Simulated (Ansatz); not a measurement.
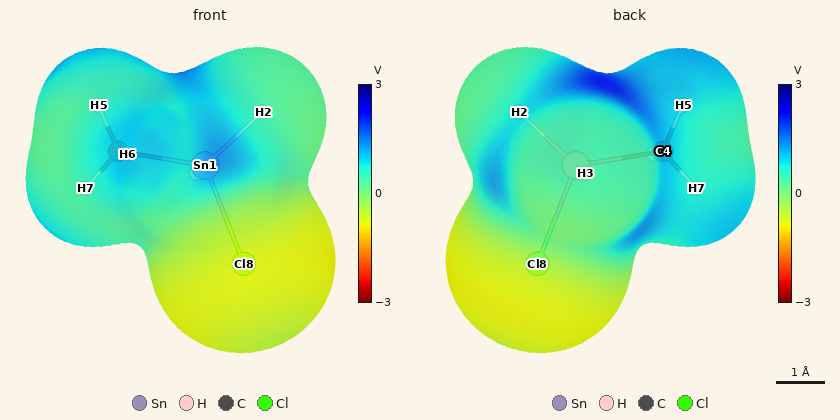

CH5ClSn (SnH2MeCl). The electrostatic potential painted on the density surface at 0.002 e/bohr³, seen from the front and from behind; the colour scale runs from red (negative) to blue (positive).

Geometry: r2SCAN-D4/def2-TZVP; core potentials replace the inner electrons of Sn.

Level of theory: RKS PBE0-D4/def2-TZVP (Ansatz 0.2.0).

```xyz
8

Sn    0.5506   -0.6799    0.3944
H     0.5015   -0.8086    2.0945
H     2.1377   -0.8266   -0.2129
C    -0.5094    1.0050   -0.3684
H    -0.0618    1.9280    0.0021
H    -1.5480    0.9501   -0.0444
H    -0.4688    0.9934   -1.4569
Cl   -0.6018   -2.5615   -0.4084
```

Where is the surface potential most negative and most positive?

The most negative region (about −0.9 V) lies over Cl8, the most positive (about +2.2 V) over Sn1.
